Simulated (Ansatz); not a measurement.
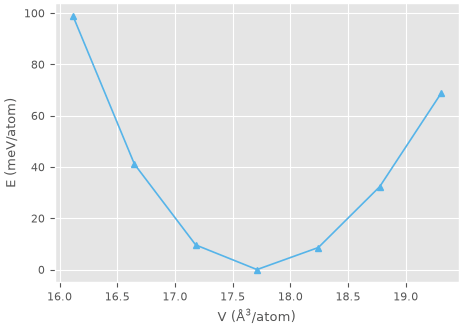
LaPt$_{3}$ (Cu3Au type, Pm-3m) under volume change, the program Ansatz at the LDA level (PAW), scaled uniformly.

Question: What does a third-order Birch–Murnaghan fit give for V₀, B₀ and B′?

Answer: V₀ = 17.71 Å³/atom, B₀ = 183 GPa, B′ = 5.0.

The workflow started from an entry of the Crystallography Open Database (COD). Whether it is the stable phase at ambient conditions was not checked. The LDA relaxation kept the symmetry of its start; of distortions, only those at the zone centre were tested. No spin polarisation was allowed. Spin–orbit coupling is left out wherever it is not named.

Potentials: the later of the program's two PAW sets.
